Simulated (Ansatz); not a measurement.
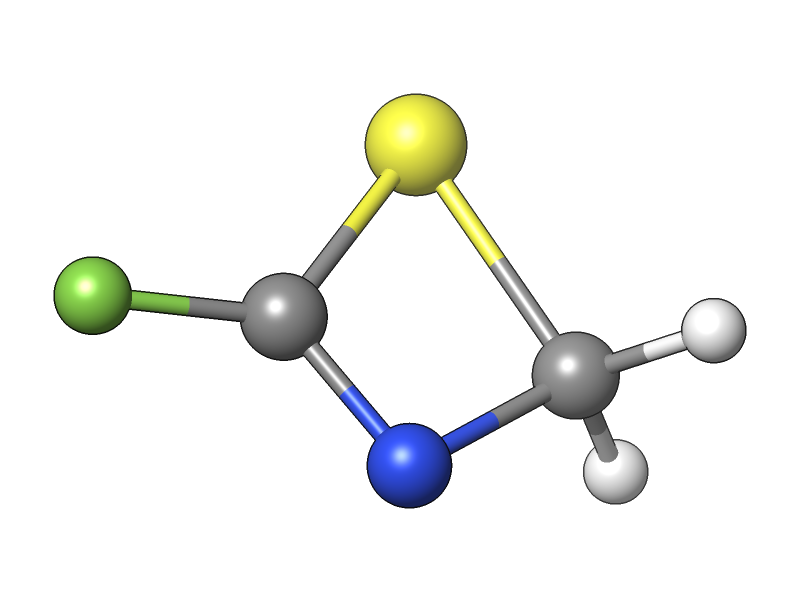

Ball-and-stick drawing of a structure. Every bond is drawn as one stick, whatever its order. Colours: fluorine green, carbon grey, nitrogen blue, sulfur yellow, hydrogen white.

Which formula does it have?

Answer. C2H2FNS, 7 atoms: 2 carbon, 2 hydrogen, 1 fluorine, 1 nitrogen and 1 sulfur.

Name functional groups in it.

Answer. Among them: imine, C–F bond.

How many bonds of each kind are drawn?

Answer. 2 C–N, 2 C–S, 2 C–H, 1 C–F.

More results for the same structure follow; atom numbers are the same in all pictures, views and colours differ. The computed structure is the end point of a PBE0-D4/def2-TZVP optimisation.

Geometry

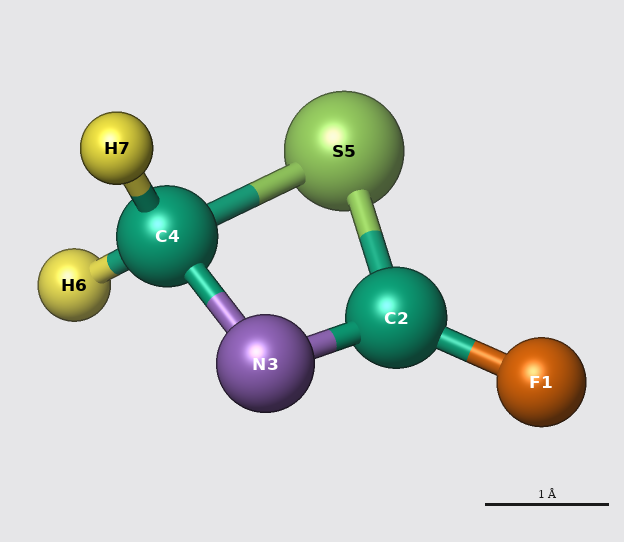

What are the angles F1–C2–N3, F1–C2–S5, N3–C2–S5, C2–N3–C4, N3–C4–S5, N3–C4–H6, S5–C4–H6, H6–C4–H7, C2–S5–C4?

```tsv
angle	degrees
F1–C2–N3	127.0
F1–C2–S5	126.5
N3–C2–S5	106.5
C2–N3–C4	93.2
N3–C4–S5	93.3
N3–C4–H6	113.2
S5–C4–H6	111.8
H6–C4–H7	112.1
C2–S5–C4	67.0
```

Charges

The questions are on Mulliken charges. Level of theory: RKS ωB97M-V/def2-TZVPP (Ansatz 0.2.0).

Which atom carries the highest charge (most positive or least negative)?

Answer. C2 (0.21 e).

And the lowest?

Answer. N3 (−0.22 e).

Give the Mulliken charges atom by atom.

```csv
atom,value (e)
F1,−0.15
C2,0.21
N3,−0.22
C4,−0.08
S5,−0.04
H6,0.14
H7,0.14
```

Thermal motion

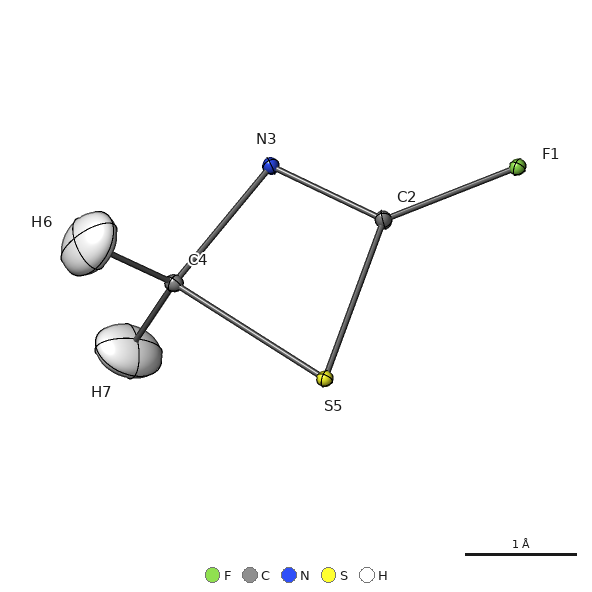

Displacement ellipsoids at the 50 % level, enlarged 1.5 times, from the internal vibrations of the free molecule (harmonic, no overall translation or rotation; no half-axis is drawn under 0.075 Å). Vibrations computed with RKS PBE0-D4/def2-TZVP (Ansatz 0.2.0). Temperature: 100 K.

List U_eq and the three principal root-mean-square amplitudes for each kind of atom.

| atom | U_eq (Å²) | rms amplitudes (Å) |
| --- | --- | --- |
| F1 | 0.00083 | 0.024, 0.027, 0.034 |
| C2 | 0.0014 | 0.032, 0.034, 0.046 |
| N3 | 0.0012 | 0.030, 0.034, 0.038 |
| C4 | 0.0013 | 0.035, 0.036, 0.038 |
| S5 | 0.00037 | 0.010, 0.020, 0.025 |
| H6, H7 | 0.0138 | 0.078, 0.122, 0.143 |

Electronic properties

Level of theory: RKS r2SCANh-D4/def2-TZVPP (Ansatz 0.2.0).

Predict the main results.

- HOMO energy (Kohn–Sham orbital): −7.11 eV
- LUMO energy (Kohn–Sham orbital): −1.39 eV
- HOMO–LUMO gap: 5.71 eV
- dispersion correction: −3.7 kJ/mol

Mulliken values depend strongly on the basis set and can even reverse the polarity of a bond.
